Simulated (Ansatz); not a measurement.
**Pressure series in GaN**

Base system: GaN in the wurtzite structure (space group P6_3mc, No. 186).

```
GaN
1.0
    3.18258     0.00000     0.00000
   -1.59129     2.75619     0.00000
    0.00000     0.00000     5.18543
Ga N
2 2
Direct
  0.33333   0.66667   0.00019
  0.66667   0.33333   0.50019
  0.33333   0.66667   0.37681
  0.66667   0.33333   0.87681
```

Cell and atoms are relaxed at each pressure.

Method: Ansatz (a program for electronic structure), PBEsol, PAW, cutoff 420 eV, scalar-relativistic without spin-orbit coupling.

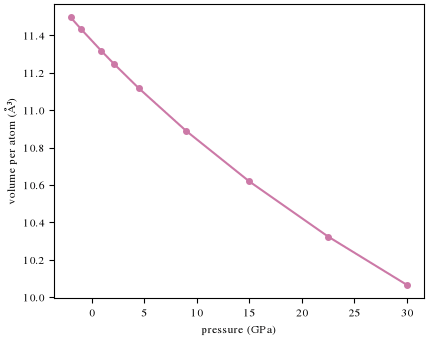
Figure: Volume against pressure

Q: Estimate the zero-pressure bulk modulus from the plot.

A: About 190 GPa; a third-order Birch–Murnaghan fit to the points gives V₀ = 11.37 Å³/atom, B₀ = 189 GPa and B₀′ = 4.3.

Between the base and pressure 22.5 GPa the gap moves from 1.88 eV to 2.51 eV, a mean slope of 28 meV/GPa.

Load acts through the strain it causes; cell and atoms are relaxed under it. Stability against distortions was not tested. Tetrahedral semiconductors of this kind turn to denser phases somewhere between about 1 and 50 GPa; those were not computed, so compressed cells here can lie past the real transition.
